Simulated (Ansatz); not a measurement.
**AlRu (CsCl type): frozen-phonon scan**

Relaxed AlRu (CsCl type):

```xyz
4
Lattice="6.0074 0.0000 0.0000 0.0000 3.0037 0.0000 0.0000 0.0000 3.0037" Properties=species:S:1:pos:R:3 pbc="T T T"
Al     0.0000     0.0000     0.0000
Al     3.0037     0.0000     0.0000
Ru     1.5019     1.5019     1.5019
Ru     4.5056     1.5019     1.5019
```

The atoms are displaced by Q × the pattern below (from a DFPT mode at X = (0.5, 0.0, 0.0), largest move 1; Q in Å), at fixed cell. (q is in reciprocal vectors of the primitive cell; the cell shown is doubled to hold the pattern.)

```
atom       x      y      z
----  ------  -----  -----
Ru3    1.000  0.000  0.000
Ru4   -1.000  0.000  0.000
```

Atoms not listed stay in place.

Calculation: PBE (plane waves to 420 eV, PAW, scalar-relativistic; Ansatz, a quantum-chemistry and plane-wave program). k mesh 8×15×15 (Γ-centred), Fermi-Dirac smearing 0.05 eV. E stands for the smeared free energy. With partly filled bands, energies and forces of such displacements shift with the k mesh and the smearing. AlRu is run without spin polarisation. AlRu was relaxed with its symmetry unable to fall. ΔE is measured from the undisplaced structure.

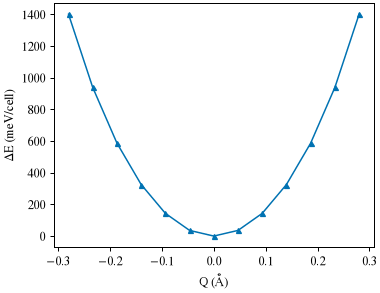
Figure: ΔE (meV/cell) against Q (Å); computed points joined by lines.

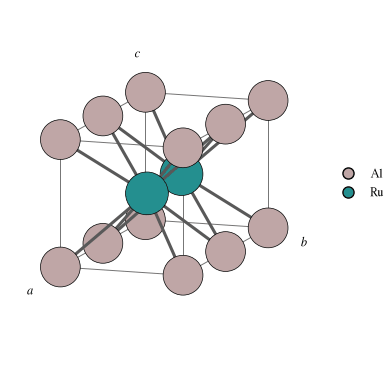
Fig. 1. The cell of the calculation at Q = 0.280 Å.

The energy at Q = 0.280 Å is 1401 meV/cell. Shape of the curve: a single well with its minimum at or next to zero displacement. Symmetry of the curve: even: the same for both signs. Harmonic wavenumber from the curvature (finite differences): 210 cm⁻¹. Space group of the distorted cell: P4/mmm (No. 123), lowered from Pm-3m.

E″ = 32.73 eV/Å², M = Σ mᵢ|uᵢ|² = 202.1 u, ν̃ = 521.5·√(|E″|/M).

(For displaced atoms, the force is minus the slope of the energy, and its curvature is a force constant, which sets phonon frequencies.)
